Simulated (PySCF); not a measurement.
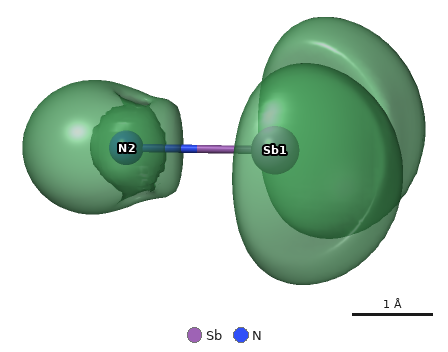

Figure. SbN (charge −1, doublet). Isosurface of the electron localisation function at 0.75 (green), seen from one side. Only the valence region is drawn (cores and ρ < 0.01 e/Å³ removed).

⟨S²⟩ = 0.89, above the pure value of 0.75; core potentials replace the inner electrons of Sb.

Computed with PBE0/def2-TZVPPD, non-relativistic Hamiltonian with scalar-relativistic core potentials where named, at a bond length of 1.890 Å in PySCF.

```yaml
atoms:
  - { symbol: Sb, position_ang: [0.0000, 0.0000, -0.1962] }
  - { symbol: N, position_ang: [0.0000, 0.0000, 1.6938] }
```

### Where are the electrons localised?

The ELF exceeds this value in one lobe on N, pointing away from the bonds (non-bonding electrons) and two lobes on Sb, pointing away from the bonds (non-bonding electrons).

Values along the shortest contacts:
Sb–N (1.89 Å): the ELF peaks at about 0.80 in the valence shell of N, 0.7 Å from its nucleus, and drops to about 0.20 between the two atoms.
